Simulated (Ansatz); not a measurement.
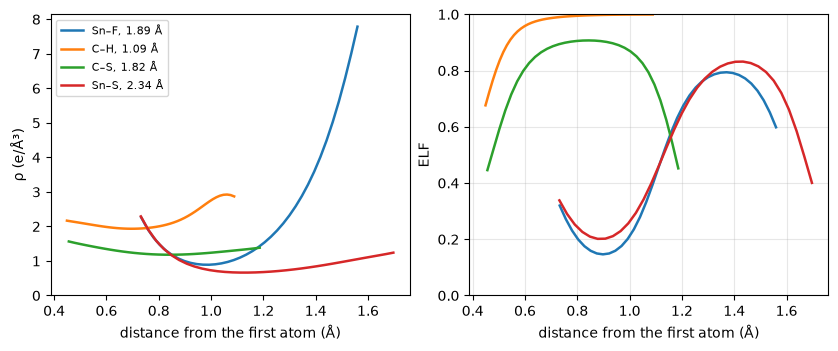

CH$_{3}$F$_{3}$SSn (SMILES C[S][Sn]([F])([F])[F]). Electron density and ELF along straight lines between neighbouring atoms. The curves leave out the atomic cores.

Geometry: PBE0-D4/def2-TZVP; core potentials replace the inner electrons of Sn.

Level of theory: Ansatz, RKS PBE0-D4/def2-TZVPP.

The calculation's input:

```
crystal:
  periodic: [false, false, false]
  atoms:
    - {symbol: C, position_ang: [-0.051424, -1.405400, 0.888702]}
    - {symbol: S, position_ang: [1.320596, -0.676340, -0.067701]}
    - {symbol: Sn, position_ang: [0.215837, 1.234135, -0.847406]}
    - {symbol: F, position_ang: [-1.312369, 0.854871, -1.904328]}
    - {symbol: F, position_ang: [1.308296, 2.370485, -1.891123]}
    - {symbol: F, position_ang: [-0.497274, 2.306219, 0.545282]}
    - {symbol: H, position_ang: [-0.371744, -0.745218, 1.692382]}
    - {symbol: H, position_ang: [-0.888187, -1.670405, 0.245364]}
    - {symbol: H, position_ang: [0.364767, -2.314848, 1.321730]}
basis:
  gaussian: {orbitals: def2-TZVPP}
hamiltonian: {xc: pbe0, dispersion: d4}
output: {orbitals: {seedname: orbitals}}
```

Launched as:

```sh
ansatz run in.yaml --threads 4 --pin off --events-out ev --progress --plain --max-ram 11315MiB
```

**What can be read from the curves?**

Sn–F (1.89 Å): the density is about 0.91 e/Å³ at the midpoint; the ELF peaks at about 0.80 in the valence shell of F, 0.5 Å from its nucleus, and drops to about 0.15 between the two atoms.
C–H (1.09 Å): the density is about 2 e/Å³ at the midpoint; the ELF climbs to about 1 towards the hydrogen, as it does in any bond to H: an ordinary covalent bond to hydrogen.
C–S (1.82 Å): the density is about 1.2 e/Å³ at the midpoint; the ELF peaks at about 0.90 between the atoms; localised, covalent bonding.
Sn–S (2.34 Å): ρ is about 0.67 e/Å³ halfway; the ELF peaks at about 0.85 in the valence shell of S, 0.9 Å from its nucleus, and drops to about 0.20 between the two atoms.
